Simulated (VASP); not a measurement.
Band structure of ZrSe2 (space group P-3m1). Computed with modified Becke-Johnson potential (mBJ), VASP's PBE PAW potentials (set 64) (plane waves; VASP).

mBJ is a potential without an energy functional, so only the levels count. Without a dispersion term in the relaxation, distances and binding between the weakly bound layers, chains or molecules are unreliable, and so is what depends on them.

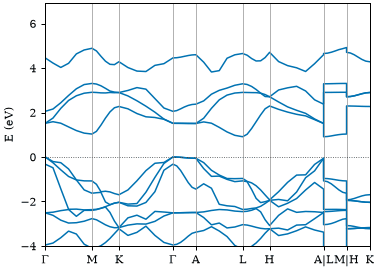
*Bands along high-symmetry lines, zero at the valence-band maximum or, without a gap, the Fermi level*

**Question.** Read the plot: is there a gap, and where are the band edges?

**Answer.** The gap is indirect, 0.91 eV, from the valence maximum at Γ to the conduction minimum at L.

The structure comes from a computed database's ZrSe2 entry (P-3m1); how it stands against other phases isn't given here. It was relaxed first. The cell's shape comes from a PBE relaxation.
